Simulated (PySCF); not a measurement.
The calculation's input:

```
{"job": {"kind": "nmr", "xc": "PBE0", "basis": "pcSseg-1"}, "charge": 0, "multiplicity": 1}
C     -0.351694    -1.179207    -2.216760
C     -0.274064    -0.019505    -1.587462
P      0.128504    -0.020768     0.194455
C      1.008819     1.585553     0.397059
C     -1.482571     0.162254     1.057574
C     -2.309655     1.372638     0.653110
N      0.795915    -1.311336     0.768319
Si     2.379150    -1.912356     0.491749
H     -0.582050    -1.269072    -3.266757
H     -0.170126    -2.092854    -1.670799
H     -0.426691     0.924628    -2.093842
H      0.455744     2.419601    -0.028109
H      1.173766     1.749791     1.461361
H      1.975660     1.500025    -0.097637
H     -2.020903    -0.767682     0.852832
H     -1.250434     0.175363     2.126037
H     -1.796919     2.298002     0.905406
H     -3.264944     1.365125     1.175319
H     -2.507388     1.364581    -0.416968
H      3.415088    -1.057081     1.094053
H      2.734723    -2.043671    -0.932238
H      2.359661    -3.224643     1.132450
```

Launched as:

```sh
OMP_NUM_THREADS=1 python probes_run.py task.json out
```

Geometry: GFN2-xTB.

Theory: PySCF, PBE0/pcSseg-1, SCF density, gas phase, non-relativistic.

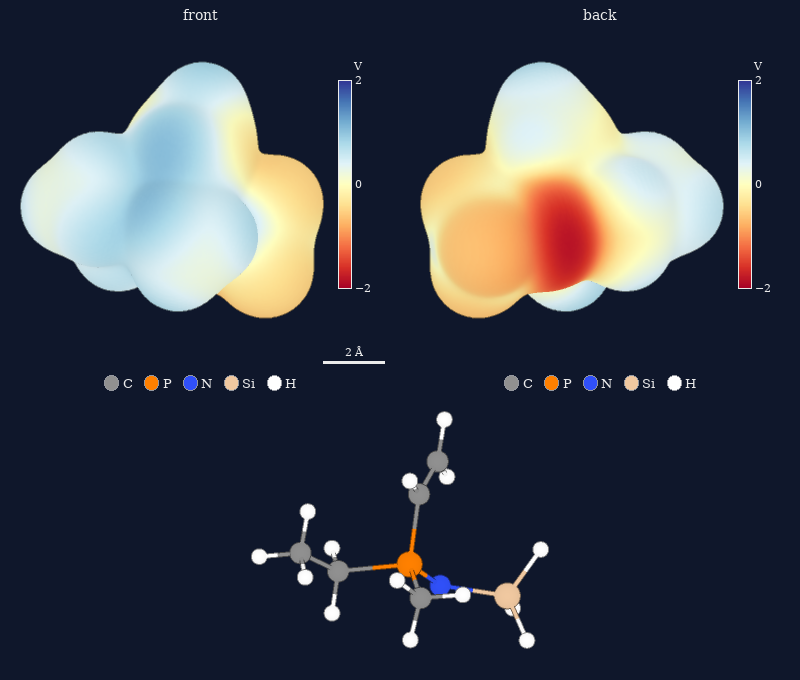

C$_{5}$H$_{14}$NPSi. The molecular electrostatic potential painted on the density surface at 0.001 e/bohr³, seen from the front and from behind; red is negative and blue positive. The bare structure is drawn below in the same view.

**Describe the electrostatic potential map.**

The most negative region (about −1.8 V) lies over N7, the most positive (about +1.0 V) over H11 and H12. N7 is the likeliest acceptor of a hydrogen bond.
